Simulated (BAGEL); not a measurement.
**GeBrCl (SMILES [Cl][Ge][Br]): FCI/STO-3G (density fitting with cc-pvqz-jkfit)**

What is the energy change on altering one bond length of GeBrCl at FCI/STO-3G (density fitting with cc-pvqz-jkfit)? 

The calculation is run with BAGEL 1.2.2.

## 1. The system as given

GeBrCl: 3 atoms, total charge 0, spin state singlet. SMILES: `[Cl][Ge][Br]`. The coordinates come from a PBE0-D4/def2-TZVP relaxation.

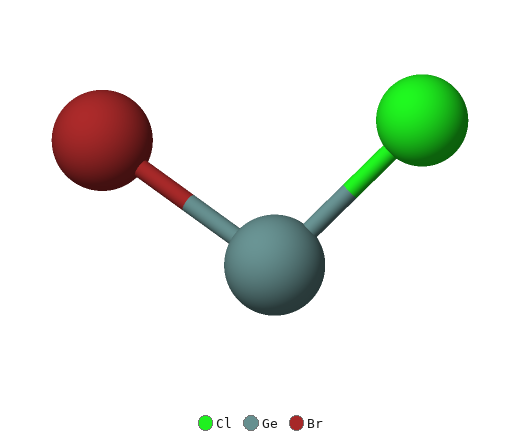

The structure, seen from a chosen angle (chlorine green, germanium teal, bromine red).

## 2. The energy at FCI/STO-3G (density fitting with cc-pvqz-jkfit)

File input.json:

```json
{ "bagel": [

{
  "title": "molecule",
  "basis": "sto-3g",
  "df_basis": "cc-pvqz-jkfit",
  "angstrom": true,
  "geometry": [
    { "atom": "Cl", "xyz": [       0.416900,       1.650900,       0.399000 ] },
    { "atom": "Ge", "xyz": [      -0.850800,       0.093400,      -0.452200 ] },
    { "atom": "Br", "xyz": [       0.423000,      -1.809000,       0.040000 ] }
  ]
},

{ "title": "hf", "charge": 0 },

{ "title": "fci", "nstate": 1, "charge": 0, "ncore": 23 }

]}
```

On the command line:

```sh
BAGEL_NUM_THREADS=1 BAGEL input.json > input.out
```

The log of the run:

```text
* using 1 threads per process

  ===============================================================
  ===============================================================

  *** Geometry ***

  { "atom" : "Cl", "xyz" : [      0.787827,      3.119749,      0.754001 ] },
  { "atom" : "Ge", "xyz" : [     -1.607779,      0.176500,     -0.854534 ] },
  { "atom" : "Br", "xyz" : [      0.799354,     -3.418515,      0.075589 ] },

  Number of auxiliary basis functions:      584

  Since a DF basis is specified, we compute 2- and 3-index integrals:
    o Being stored without compression. Storage requirement is 0.009 GB

  Number of basis functions:       45
  Number of electrons      :       84

    * METHOD: MOLECULE                             0.28

  *** RHF ***

  === Nuclear Repulsion ===
   475.5870900457

      * DIIS with orbital gradients will be used.

  === RHF iteration (sto-3g) ===
      0      -5051.00268295          0.00689914           0.08
      1      -5051.06581145          0.00139214           0.06
      2      -5051.06799227          0.00034479           0.08
      3      -5051.06827779          0.00006798           0.08
      4      -5051.06828726          0.00001648           0.08
      5      -5051.06828781          0.00000376           0.08
      6      -5051.06828784          0.00000073           0.08
      7      -5051.06828785          0.00000021           0.08
      8      -5051.06828785          0.00000006           0.07
      9      -5051.06828785          0.00000002           0.07
     10      -5051.06828785          0.00000000           0.08
    * SCF iteration converged.

    * Permanent dipole moment:
           (    0.869708,     0.191473,     0.492125) a.u.

    * METHOD: HF                                   1.04

  ---------------------------
        FCI calculation
  ---------------------------

  Performs exactly the same way as Knowles & Handy 1984 CPL

  o alpha-beta strings
      length:          3080
  o size of the space
      determinant space:  2371600
      spin-adapted space: 681835

  o single displacement lists (alpha)
      length:        117040
  o single displacement lists (beta)
      length:        117040

     guess   0:   closed 1111111111111111111... open ......................

  === FCI iteration ===

      0  0     -5051.06828785     1.47e-04     19.83
      1  0     -5051.11453026     6.62e-05     19.94
      2  0     -5051.12091637     2.90e-05     20.62
      3  0     -5051.12208755     1.33e-05     20.36
      4  0     -5051.12227940     6.00e-06     20.00
      5  0     -5051.12232301     2.69e-06     20.24
      6  0     -5051.12233211     1.27e-06     20.19
      7  0     -5051.12233380     5.02e-07     20.49
      8  0     -5051.12233406     2.29e-07     21.47
      9  0     -5051.12233411     9.10e-08     20.67
     10  0     -5051.12233412     4.12e-08     20.44
     11  0     -5051.12233412     1.77e-08     20.47
     12  0     -5051.12233412     7.53e-09     20.65
     13  0     -5051.12233412     2.97e-09     20.61
     14  0     -5051.12233412     1.08e-09     20.52
     15  0     -5051.12233412     3.83e-10     20.65
     16  0     -5051.12233412     1.34e-10     20.61
     17  0 *   -5051.12233412     4.85e-11     19.64

     * ci vector, state   0, <S^2> = 0.0000
       2222222222222222222...    -0.9640550878
       222222222222222222.2..     0.0765849927
       222222222222222222..2.     0.0670510933
       ..     0.0521771359
       ..     0.0521771359
       222222222222.2222222..     0.0517229590

    * METHOD: FCI                                370.57

  ===============================================================
```

It took 6.2 min on 1 thread of Arm Neoverse V2, shared host; peak memory 9.7 GiB.

## 3. The distorted shape, same level

File input.json:

```json
{ "bagel": [

{
  "title": "molecule",
  "basis": "sto-3g",
  "df_basis": "cc-pvqz-jkfit",
  "angstrom": true,
  "geometry": [
    { "atom": "Cl", "xyz": [       0.034771,       2.221604,       0.251344 ] },
    { "atom": "Ge", "xyz": [      -1.232929,       0.664104,      -0.599856 ] },
    { "atom": "Br", "xyz": [       0.423000,      -1.809000,       0.040000 ] }
  ]
},

{ "title": "hf" },

{ "title": "fci", "nstate": 1, "ncore": 23 }

]}
```

On the command line:

```sh
BAGEL_NUM_THREADS=1 BAGEL input.json > input.out
```

The log of the run:

```text
* using 1 threads per process

  ===============================================================
  ===============================================================

  *** Geometry ***

  { "atom" : "Cl", "xyz" : [      0.065708,      4.198223,      0.474971 ] },
  { "atom" : "Ge", "xyz" : [     -2.329898,      1.254975,     -1.133564 ] },
  { "atom" : "Br", "xyz" : [      0.799354,     -3.418515,      0.075589 ] },

  Number of auxiliary basis functions:      584

  Since a DF basis is specified, we compute 2- and 3-index integrals:
    o Being stored without compression. Storage requirement is 0.009 GB

  Number of basis functions:       45
  Number of electrons      :       84

    * METHOD: MOLECULE                             0.28

  *** RHF ***

  === Nuclear Repulsion ===
   404.3185422294

      * DIIS with orbital gradients will be used.

  === RHF iteration (sto-3g) ===
      0      -5050.84495292          0.00775278           0.08
      1      -5050.94838858          0.00436227           0.07
      2      -5050.96874129          0.00077014           0.09
      3      -5050.97040529          0.00032569           0.09
      4      -5050.97077813          0.00010353           0.09
      5      -5050.97081280          0.00001309           0.09
      6      -5050.97081320          0.00000333           0.09
      7      -5050.97081322          0.00000065           0.09
      8      -5050.97081322          0.00000019           0.07
      9      -5050.97081322          0.00000006           0.09
     10      -5050.97081322          0.00000002           0.09
     11      -5050.97081322          0.00000000           0.08
    * SCF iteration converged.

    * Permanent dipole moment:
           (    1.519564,    -0.961351,     0.724144) a.u.

    * METHOD: HF                                   1.17

  ---------------------------
        FCI calculation
  ---------------------------

  Performs exactly the same way as Knowles & Handy 1984 CPL

  o alpha-beta strings
      length:          3080
  o size of the space
      determinant space:  2371600
      spin-adapted space: 681835

  o single displacement lists (alpha)
      length:        117040
  o single displacement lists (beta)
      length:        117040

     guess   0:   closed 1111111111111111111... open ......................

  === FCI iteration ===

      0  0     -5050.97081322     1.50e-04     20.13
      1  0     -5051.03091722     7.65e-05     19.95
      2  0     -5051.04135600     3.74e-05     19.97
      3  0     -5051.04394718     1.82e-05     20.69
      4  0     -5051.04450464     9.91e-06     19.94
      5  0     -5051.04472489     7.24e-06     20.04
      6  0     -5051.04485030     6.08e-06     20.21
      7  0     -5051.04492670     3.86e-06     20.30
      8  0     -5051.04495444     2.12e-06     20.45
      9  0     -5051.04495962     9.44e-07     20.69
     10  0     -5051.04496100     4.47e-07     21.59
     11  0     -5051.04496126     2.06e-07     20.77
     12  0     -5051.04496132     8.82e-08     20.89
     13  0     -5051.04496133     3.92e-08     20.40
     14  0     -5051.04496133     1.74e-08     20.80
     15  0     -5051.04496133     8.92e-09     20.63
     16  0     -5051.04496133     4.94e-09     20.01
     17  0     -5051.04496133     2.55e-09     19.98
     18  0     -5051.04496133     1.24e-09     19.98
     19  0     -5051.04496133     5.66e-10     19.96
    ** throwing out 1 trial vectors **
     20  0     -5051.04496133     2.34e-10     20.07
    ** throwing out 1 trial vectors **
     21  0     -5051.04496133     1.04e-10     20.01
    ** throwing out 1 trial vectors **
     22  0 *   -5051.04496133     4.88e-11     18.97

     * ci vector, state   0, <S^2> = 0.0000
       2222222222222222222...    -0.9246531924
       222222222222222222..2.     0.2342922516
       ..     0.0783607086
       ..     0.0783607086
       222222222222222.222..2     0.0769894497
       222222222222.2222222..     0.0602454233
       .    -0.0602161618
       .    -0.0602161618
       222222222222222.2222..     0.0566339462
       .     0.0553496191
       .     0.0553496191
       ..     0.0528568958
       ..     0.0528568958

    * METHOD: FCI                                469.56

  ===============================================================
```

Wall time 7.9 min (1 thread of Arm Neoverse V2, shared host); peak memory 9.9 GiB.

## 4. Outcome

At FCI/STO-3G (density fitting with cc-pvqz-jkfit), 23 core orbitals frozen:

| quantity | value |
| --- | --- |
| first shape: total energy | -5051.12233 Eh |
| distorted shape: total energy | -5051.04496 Eh |
| energy change with the Ge2–Br3 bond stretched from 2.342 to 3.044 Å | 2.105 eV |

With the Ge2–Br3 bond stretched from 2.342 to 3.044 Å the energy rises by 2.11 eV (49 kcal/mol). The first shape isn't relaxed at this level, so the change isn't measured from a minimum. The minimal basis adds a large error of its own.
